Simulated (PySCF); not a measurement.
# C2H10N2Si: the cost of one run

Computed with PySCF 2.14.0, with density-fitted response routines of our own, on a single molecule in the gas phase. Atoms count from 0, in the outputs and in this text.

### Step 1. The molecule as given

15 atoms, charge 0, multiplicity 1; geometry from: GFN2-xTB.

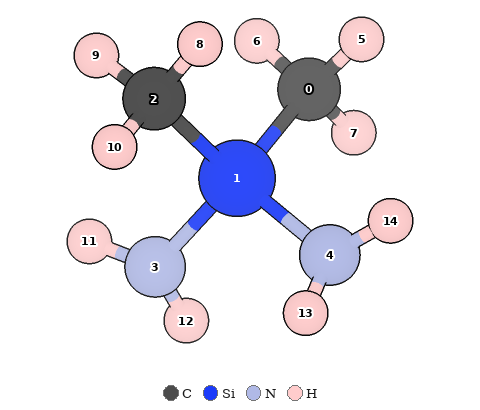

The starting geometry (carbon dark grey, silicon blue, nitrogen light blue, hydrogen pink), atoms numbered.

### Step 2. Ultraviolet spectrum: CAM-B3LYP/def2-SVPD

The job: settings as JSON, then the geometry in Å.

```
{"job": {"kind": "uv", "xc": "CAM-B3LYP", "basis": "def2-SVPD", "nstates": 8, "ntriplets": 3}, "charge": 0, "multiplicity": 1}
C      1.700379    -0.323056     0.488691
Si    -0.142997    -0.135862     0.035926
C     -0.414252     1.546507    -0.820447
N     -0.816426    -1.316586    -1.037543
N     -1.012274    -0.422357     1.506531
H      2.019321     0.427484     1.205081
H      2.334417    -0.224474    -0.387561
H      1.895466    -1.296253     0.928327
H     -0.091671     2.367079    -0.186335
H      0.138522     1.620060    -1.751749
H     -1.463315     1.702363    -1.052150
H     -0.543586    -1.290986    -2.006117
H     -0.844158    -2.271102    -0.717664
H     -2.016257    -0.474876     1.447999
H     -0.747582     0.100049     2.325100
```

With the program's defaults for keys left out, this is: TDDFT CAM-B3LYP/def2-SVPD, vertical, gas phase, core orbitals frozen in the response.

Started as:

```bash
> OMP_NUM_THREADS=1 python probes_run.py task.json out
```

The driver reads the jobs from task.json and runs them one after another.

**Question.** How long does this first job take on 1 thread of Arm Neoverse N1, shared host, and how much memory does it need?

About 57 s, with a peak of 0.8 GiB.
